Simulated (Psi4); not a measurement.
# UHF/def2-TZVP run of SiNH4 (SMILES [NH][SiH3])

Aim: the vertical doublet–quartet gap of SiNH4 at UHF/def2-TZVP, from 2 runs. 

The calculation is run with Psi4 1.11.

3 further runs of the same task are left out: 3 set aside as unsound or not needed.

**1. Starting point**

SiNH4 has 6 atoms, charge 0, and is taken as a doublet. SMILES: `[NH][SiH3]`. The shape is that of a PBE0-D4/def2-TZVP optimisation.

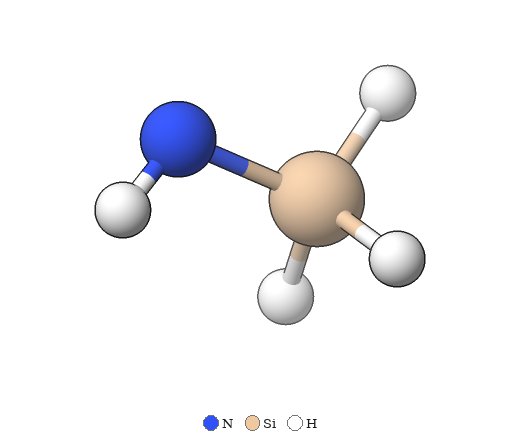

The structure, seen from a chosen angle (nitrogen blue, silicon light orange, hydrogen white).

**2. Energy and gradient at UHF/def2-TZVP**

calc.dat

```
memory 2200 MB

molecule {
  0 2
  N      0.592100    -0.835200     0.909500
  Si    -0.203700     0.347600    -0.110000
  H      0.922800    -1.640700     0.372700
  H     -1.310600    -0.282300    -0.885500
  H      0.789500     0.911800    -1.068900
  H     -0.748100     1.434800     0.736200
  symmetry c1
}

set basis def2-TZVP
set reference uhf
set puream true
set e_convergence 1e-09
set d_convergence 1e-08
set scf_type pk
set maxiter 100

e, wfn = gradient("scf", return_wfn=True)
oeprop(wfn, "MAYER_INDICES", "MULLIKEN_CHARGES", "QUADRUPOLE")
```

Launch:

```sh
$ psi4 calc.dat calc.out -n 1
```

calc.out (excerpt; [...] marks lines left out):

```text
[...]
  Running in c1 symmetry.
[...]
  Nuclear repulsion =   56.674425113493072
[...]
  Multiplicity = 2
[...]
  Nalpha       = 13
  Nbeta        = 12
[...]
    Number of basis functions: 92
[...]
   @UHF iter   1:  -345.53368206077687   -7.09700e-01   4.92346e-03 ADIIS/DIIS
[...]
   @UHF iter  17:  -345.71000059316248   -3.69482e-12   5.18729e-09 DIIS
[...]
   @S^2 Observed:                7.592246890E-01
[...]
    Orbital Energies [Eh]
    ---------------------
    Alpha Occupied:
       1A    -68.785223     2A    -15.585361     3A     -6.134010
       4A     -4.240518     5A     -4.240490     6A     -4.240062
       7A     -1.152469     8A     -0.723850     9A     -0.600213
      10A     -0.552301    11A     -0.504781    12A     -0.463128
      13A     -0.455010
    Alpha Virtual:
      14A      0.108609    15A      0.159068    16A      0.167814
      17A      0.181317    18A      0.193297    19A      0.275189
      20A      0.280974    21A      0.362091    22A      0.367954
      23A      0.381664    24A      0.394238    25A      0.422717
[...]
  @UHF Final Energy:  -345.71000059316248
   => Energetics <=
    Nuclear Repulsion Energy =             56.6744251134930721
    One-Electron Energy =                -590.1613677233706312
    Two-Electron Energy =                 187.7769420167151111
    Total Energy =                       -345.7100005931624764
  UHF NO Occupations:
  HONO-2 :   11  A 1.9992739
  HONO-1 :   12  A 1.9972017
[...]
  -Total Gradient:
     Atom            X                  Y                   Z
    ------   -----------------  -----------------  -----------------
       1       -0.003643926084     0.010744808466     0.008772490427
       2        0.001977910940    -0.004772493535     0.004103602676
       3        0.003400353275    -0.009299324268    -0.008305088553
       4       -0.003433932735    -0.001634722677    -0.003289311434
       5        0.003087579057     0.001796221721    -0.003583478671
       6       -0.001387984453     0.003165510292     0.002301785556
[...]
 Multipole Moments:
 ------------------------------------------------------------------------------------
     Multipole            Electronic (a.u.)      Nuclear  (a.u.)        Total (a.u.)
 ------------------------------------------------------------------------------------
 L = 1.  Multiply by 2.5417464519 to convert [e a0] to [Debye]
 Dipole X            :          0.5015890           -0.5146409           -0.0130518
 Dipole Y            :         -0.7140530            0.5335579           -0.1804951
 Dipole Z            :          0.9763564           -1.5189854           -0.5426290
 Magnitude           :                                                    0.5720097
 L = 2.  Multiply by 1.3450342976 to convert [e a0^2] to [Debye ang]
 Quadrupole XX       :        -40.1291721           24.1201031          -16.0090690
 Quadrupole XY       :         20.6415934          -21.1853882           -0.5437948
[...]
  Mulliken Charges: (a.u.)
   Center  Symbol    Alpha    Beta     Spin     Total
       1     N     4.26921  3.21565  1.05356 -0.48487
       2    SI     6.76031  6.81341 -0.05310  0.42628
       3     H     0.35630  0.41379 -0.05749  0.22991
       4     H     0.54312  0.51682  0.02630 -0.05993
       5     H     0.54606  0.51214  0.03391 -0.05820
       6     H     0.52500  0.52819 -0.00319 -0.05320
   Total alpha = 13.00000, Total beta = 12.00000, Total charge = -0.00000
  Mayer Bond Indices:
[...]
```

Run time: 6.6 s. Hardware: 1 thread of AMD EPYC 7R43 (Zen 3), shared host; peak memory 0.34 GiB.

**3. The quartet: the energy at UHF/def2-TZVP**

job.py

```python
import psi4

psi4.set_memory(2200000000)
psi4.set_num_threads(1)
psi4.core.set_output_file('h4nsi.out', False)

mol = psi4.geometry("""
0 4
N      0.592100    -0.835200     0.909500
Si    -0.203700     0.347600    -0.110000
H      0.922800    -1.640700     0.372700
H     -1.310600    -0.282300    -0.885500
H      0.789500     0.911800    -1.068900
H     -0.748100     1.434800     0.736200
symmetry c1
""")

psi4.set_options({
    'basis': 'def2-TZVP',
    'reference': 'uhf',
    'puream': True,
    'e_convergence': 1e-09,
    'd_convergence': 1e-08,
    'scf_type': 'pk',
    'maxiter': 100,
})

energy_value = psi4.energy("scf", molecule=mol)
print(f'scf energy: {energy_value:.10f} Eh')
for k, v in sorted(psi4.core.scalar_variables().items()):
    print(f'{k:45s} {v:18.10f}')
```

Launch:

```sh
$ python job.py
```

h4nsi.out (excerpt; [...] marks lines left out):

```text
[...]
  Running in c1 symmetry.
[...]
  Nuclear repulsion =   56.674425113493072
[...]
  Multiplicity = 4
[...]
  Nalpha       = 14
  Nbeta        = 11
[...]
    Number of basis functions: 92
[...]
   @UHF iter   1:  -345.30551172265950   -4.81530e-01   3.80615e-03 ADIIS/DIIS
[...]
   @UHF iter  20:  -345.48570652203102   -8.46967e-12   7.19142e-09 DIIS
[...]
   @S^2 Observed:                3.766634835E+00
[...]
    Orbital Energies [Eh]
    ---------------------
    Alpha Occupied:
       1A    -68.821338     2A    -15.759528     3A     -6.170185
       4A     -4.280173     5A     -4.275356     6A     -4.275169
       7A     -1.339239     8A     -0.808867     9A     -0.759484
      10A     -0.698215    11A     -0.651259    12A     -0.503324
      13A     -0.502197    14A     -0.128126
    Alpha Virtual:
      15A      0.109242    16A      0.141633    17A      0.146612
      18A      0.171203    19A      0.260431    20A      0.261447
      21A      0.311260    22A      0.322859    23A      0.335332
      24A      0.346546    25A      0.389282    26A      0.393379
[...]
  @UHF Final Energy:  -345.48570652203102
   => Energetics <=
    Nuclear Repulsion Energy =             56.6744251134930721
    One-Electron Energy =                -588.3883635612054377
    Two-Electron Energy =                 186.2282319256813992
    Total Energy =                       -345.4857065220310233
  UHF NO Occupations:
  HONO-2 :   12  A 1.0000000
  HONO-1 :   13  A 1.0000000
[...]
 Multipole Moments:
 ------------------------------------------------------------------------------------
     Multipole            Electronic (a.u.)      Nuclear  (a.u.)        Total (a.u.)
 ------------------------------------------------------------------------------------
 L = 1.  Multiply by 2.5417464519 to convert [e a0] to [Debye]
 Dipole X            :          0.4233519           -0.5146409           -0.0912890
 Dipole Y            :         -0.1628333            0.5335579            0.3707246
 Dipole Z            :          2.2055899           -1.5189854            0.6866044
 Magnitude           :                                                    0.7856183
[...]
```

On the terminal:

```text
scf energy: -345.4857065220 Eh
CURRENT ENERGY                                   -345.4857065220
CURRENT REFERENCE ENERGY                         -345.4857065220
DD SOLVATION ENERGY                                 0.0000000000
HF KINETIC ENERGY                                 345.8077111273
HF POTENTIAL ENERGY                              -691.2934176493
HF TOTAL ENERGY                                  -345.4857065220
HF VIRIAL RATIO                                     1.9990688334
NUCLEAR REPULSION ENERGY                           56.6744251135
ONE-ELECTRON ENERGY                              -588.3883635612
PCM POLARIZATION ENERGY                             0.0000000000
PE ENERGY                                           0.0000000000
SCF ITERATION ENERGY                             -345.4857065220
SCF ITERATIONS                                     20.0000000000
SCF TOTAL ENERGY                                 -345.4857065220
TWO-ELECTRON ENERGY                               186.2282319257
```

Wall time 3.6 s (1 thread of AMD EPYC 7R43 (Zen 3), shared host); peak memory 0.34 GiB.

**4. What came out**

Level: UHF/def2-TZVP.

| quantity | value |
| --- | --- |
| doublet: total energy | -345.71000 Eh |
| doublet: dipole moment | 1.45 D |
| doublet: HOMO energy (highest over α and β) | -11.53 eV |
| doublet: LUMO energy (lowest over α and β) | 1.82 eV |
| doublet: ⟨S²⟩ | 0.759 |
| doublet: largest force on an atom | 0.737 eV/Å |
| quartet: total energy | -345.48571 Eh |
| quartet: dipole moment | 2.00 D |
| quartet: HOMO energy (highest over α and β) | -3.49 eV |
| quartet: LUMO energy (lowest over α and β) | -1.09 eV |
| quartet: ⟨S²⟩ | 3.767 |
| vertical energy of the quartet above the doublet | 6.103 eV |

**Reading.** At this shape the quartet lies 6.10 eV (589 kJ/mol) above the doublet. The largest force (doublet) is 0.74 eV/Å: the shape isn't a stationary point for this species at this level.
